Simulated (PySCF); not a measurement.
**One shape, several levels: C2H7PS2 (SMILES CSC[PH2]=S)**

Aim: a comparison of 5 runs (HF/3-21G, HF/def2-SVP, B3LYP/6-31G*, PBE/pcseg-1, SVWN5/aug-cc-pVDZ) of C2H7PS2. The job is set up through a Python script.

The results are computed with PySCF 2.14.0.

## Step 1: Starting point

C2H7PS2 has 12 atoms, charge 0, and is taken as a singlet. As SMILES, `CSC[PH2]=S`. The shape is that of a GFN2-xTB optimisation. This is one conformer, not always the lowest.

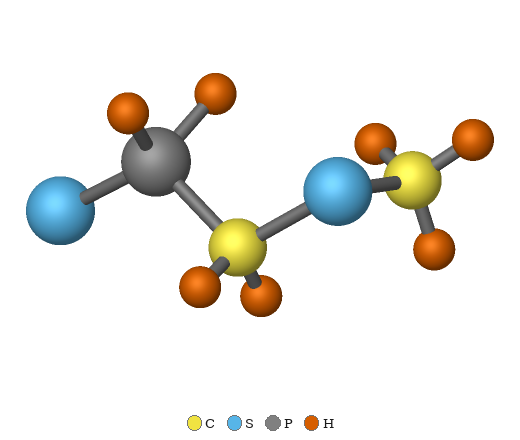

Viewed from a chosen angle; carbon yellow, sulfur blue, phosphorus grey, hydrogen orange.

## Step 2: Energy and forces at HF/3-21G (run 1)

File run.py:

```python
# CSC[PH2]=S
import pyscf.grad
from pyscf import gto, scf

mol = gto.M(
    atom='''
C       -1.389710       0.799420       1.176840
S        0.408010       1.033010       1.131020
C        0.707920       0.536190      -0.594170
P        0.943790      -1.279550      -0.756710
S        0.924880      -1.984020      -2.545300
H       -1.865720       1.532600       0.531170
H       -1.642420      -0.210740       0.863220
H       -1.696970       0.955740       2.205570
H        1.624540       1.025840      -0.933530
H       -0.117390       0.865140      -1.231320
H        0.011510      -1.800610       0.141700
H        2.091550      -1.473000       0.011510
''',
    basis='3-21g',
    verbose=4,
    max_memory=1860,
    spin=0,
)

mf = scf.RHF(mol)
mf.conv_tol = 1e-10
mf.kernel()
if not mf.converged:
    mf = mf.newton().run(mf.mo_coeff, mf.mo_occ)

e_final = mf.e_tot
print('Final energy', e_final)
grad = mf.Gradients().kernel()
mf.analyze()
```

The run is started by

```
OMP_NUM_THREADS=1 python run.py
```

Output:

```text
PySCF version 2.14.0

[... 90 lines left out ...]
MO #1   energy= -91.3382230888661  occ= 2
[... 9 lines left out ...]
MO #11  energy= -6.60707033288061  occ= 2
[... 9 lines left out ...]
MO #21  energy= -0.851958914039015 occ= 2
[... 9 lines left out ...]
MO #31  energy= -0.378681536776927 occ= 2
[... 9 lines left out ...]
MO #41  energy= 0.272677670622516  occ= 0
[... 9 lines left out ...]
MO #51  energy= 0.732496151195045  occ= 0
[... 9 lines left out ...]
MO #61  energy= 1.1273042087017    occ= 0
[... 9 lines left out ...]
MO #71  energy= 2.04827220256615   occ= 0
[... 86 lines left out ...]
Dipole moment(X, Y, Z, Debye): -1.58202,  2.23227,  3.74810
```

Wall time 6.3 s (1 thread of Intel Xeon at 2.70GHz, shared host); peak memory 0.14 GiB.

## Step 3: Energy and forces at HF/def2-SVP (run 2)

File calc.py:

```python
import pyscf.grad
from pyscf import gto, scf

molecule = gto.M(
    atom='''
C       -1.389710       0.799420       1.176840
S        0.408010       1.033010       1.131020
C        0.707920       0.536190      -0.594170
P        0.943790      -1.279550      -0.756710
S        0.924880      -1.984020      -2.545300
H       -1.865720       1.532600       0.531170
H       -1.642420      -0.210740       0.863220
H       -1.696970       0.955740       2.205570
H        1.624540       1.025840      -0.933530
H       -0.117390       0.865140      -1.231320
H        0.011510      -1.800610       0.141700
H        2.091550      -1.473000       0.011510
''',
    spin=0,
    basis='def2-svp',
    verbose=4,
    max_memory=1860,
)

myscf = scf.RHF(molecule)
myscf.conv_tol = 1e-10
myscf.kernel()
if not myscf.converged:
    myscf = myscf.newton().run(myscf.mo_coeff, myscf.mo_occ)

etot = myscf.e_tot
print(f'total energy: {etot:.8f} hartree')
grad = myscf.Gradients().kernel()
myscf.analyze()
```

The run is started by

```
OMP_NUM_THREADS=1 python calc.py
```

Output:

```text
PySCF version 2.14.0

[... 86 lines left out ...]
One-electron Energy =                -2382.473677369654524
[... 16 lines left out ...]
MO #12  energy= -6.58047810714506  occ= 2
[... 14 lines left out ...]
MO #27  energy= -0.5638273551755   occ= 2
[... 14 lines left out ...]
MO #42  energy= 0.244252179250507  occ= 0
[... 14 lines left out ...]
MO #57  energy= 0.769868334850193  occ= 0
[... 14 lines left out ...]
MO #72  energy= 0.984592647191615  occ= 0
[... 14 lines left out ...]
MO #87  energy= 1.52577278179901   occ= 0
[... 14 lines left out ...]
MO #102 energy= 2.2469419112267    occ= 0
[... 14 lines left out ...]
MO #117 energy= 3.27680811209814   occ= 0
[... 132 lines left out ...]
Dipole moment(X, Y, Z, Debye): -1.42279,  1.98780,  3.22572
```

Wall time 21 s (1 thread of Intel Xeon at 2.70GHz, shared host); peak memory 0.3 GiB.

Runs 3 to 4 aren't shown in full; the table further down has their settings and results.

## Step 4: Energy and gradient at SVWN5/aug-cc-pVDZ (run 5)

File job.py:

```python
# CSC[PH2]=S
from pyscf import gto, dft

mol = gto.M(
    atom='''
C   -1.389710   0.799420   1.176840
S    0.408010   1.033010   1.131020
C    0.707920   0.536190  -0.594170
P    0.943790  -1.279550  -0.756710
S    0.924880  -1.984020  -2.545300
H   -1.865720   1.532600   0.531170
H   -1.642420  -0.210740   0.863220
H   -1.696970   0.955740   2.205570
H    1.624540   1.025840  -0.933530
H   -0.117390   0.865140  -1.231320
H    0.011510  -1.800610   0.141700
H    2.091550  -1.473000   0.011510
''',
    charge=0,
    basis='aug-cc-pvdz',
    spin=0,
    verbose=4,
    max_memory=1860,
)

mf = dft.RKS(mol, xc='svwn')
mf.conv_tol = 1e-10
mf.grids.level = 5
mf.kernel()
if not mf.converged:
    mf = mf.newton().run(mf.mo_coeff, mf.mo_occ)

e_tot = mf.e_tot
print('Final energy', e_tot)
grad = mf.nuc_grad_method().kernel()
dip = mf.dip_moment()
pop, q = mf.mulliken_pop()
```

The run is started by

```
OMP_NUM_THREADS=1 python job.py
```

Output:

```text
PySCF version 2.14.0

[... 88 lines left out ...]
converged SCF energy = -1213.41419343459
Final energy -1213.4141934345864
[... 12 lines left out ...]
Dipole moment(X, Y, Z, Debye): -1.42189,  1.93208,  2.79077
[... 203 lines left out ...]
charge of   11H =      0.31042
```

It took 2.4 min on 1 thread of Intel Xeon at 2.70GHz, shared host; peak memory 2 GiB.

## Step 5: Overview of the runs

| run | level | Cartesian functions | integration grid | energy (Eh) | dipole moment (D) | HOMO energy (eV) | LUMO energy (eV) | wall time |
| --- | --- | --- | --- | --- | --- | --- | --- | --- |
| 1 | HF/3-21G | no | – | -1209.438099 | 4.64 | -9.13 | 4.20 | 6.3 s |
| 2 | HF/def2-SVP | no | – | -1215.188136 | 4.05 | -9.04 | 3.91 | 21 s |
| 3 | B3LYP/6-31G* (Cartesian functions) | yes | 5 | -1218.156955 | 3.85 | -6.29 | 0.23 | 66 s |
| 4 | PBE/pcseg-1 | no | 5 | -1217.488190 | 3.74 | -5.58 | -0.79 | 97 s |
| 5 | SVWN5/aug-cc-pVDZ | no | 5 | -1213.414193 | 3.68 | -5.64 | -1.15 | 2.4 min |

## Step 6: Outcome

| quantity | value |
| --- | --- |
| run 5: total energy | -1213.41419 Eh |
| run 5: dipole moment | 3.68 D |
| run 5: HOMO energy | -5.64 eV |
| run 5: LUMO energy | -1.15 eV |
| run 5: HOMO–LUMO gap | 4.49 eV |
| run 5: largest force on an atom | 1.272 eV/Å |

What this shows: The dipole moment (its size) runs from 3.68 D (SVWN5/aug-cc-pVDZ) to 4.64 D (HF/3-21G). The two ends differ in method and basis. The HOMO–LUMO gap runs from 4.49 eV (SVWN5/aug-cc-pVDZ) to 13.32 eV (HF/3-21G). Totals of different functionals can't be ranked against each other. All runs together took 5.6 min, the longest 2.4 min.
